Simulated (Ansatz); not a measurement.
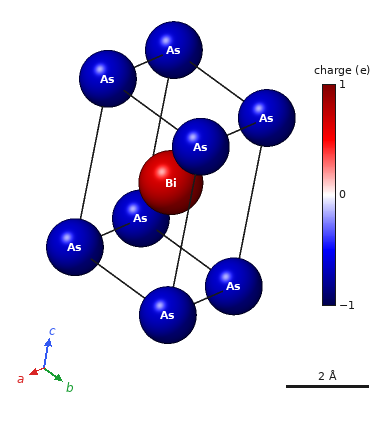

Shown here is a spheres-only view of the crystal, taken slightly off an axis. The edges of the simulation cell are marked. The atoms of this BiAs cell are coloured by their Bader charge.

The calculation: DFT, PAW plane waves, PBE (Ansatz 0.2.0), with wavefunction cutoff 420 eV, k-points on a 10×10×10 grid, Fermi-Dirac smearing of 0.1 eV, no spin polarisation.

**Which way does the charge move?**

Most positive: Bi; most negative: As. Charges: about Bi +0.6 e; As -0.6 e.

The model is a generated cell, made by putting these elements into a known structure type (the compound may or may not exist in this form); its atoms and cell weren't optimised. It went into a calculation with Ansatz.
